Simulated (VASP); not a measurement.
Band structure of MgTe (wurtzite). Method: modified Becke-Johnson potential (mBJ), VASP's PBE PAW potentials (set 64) (plane waves; VASP).

mBJ is a potential without an energy functional, so only the levels count. Unless said otherwise, spin-orbit coupling is left out, though it shifts the bands of the heavy elements here.

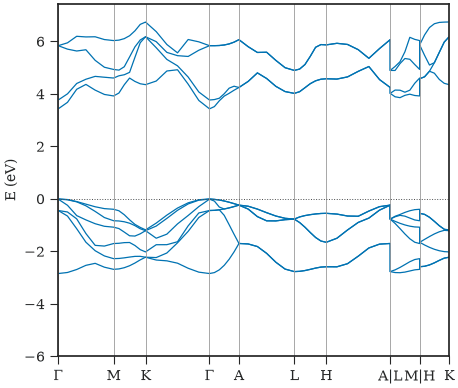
Bands along high-symmetry lines, zero at the valence-band maximum or, without a gap, the Fermi level

### Question
Read the plot: is there a gap, and where are the band edges?

### Answer
The gap is direct, 3.43 eV, from the valence maximum at Γ to the conduction minimum at Γ.

The compound is MgTe in the wurtzite structure. It was relaxed first. The cell's shape comes from a PBE relaxation.
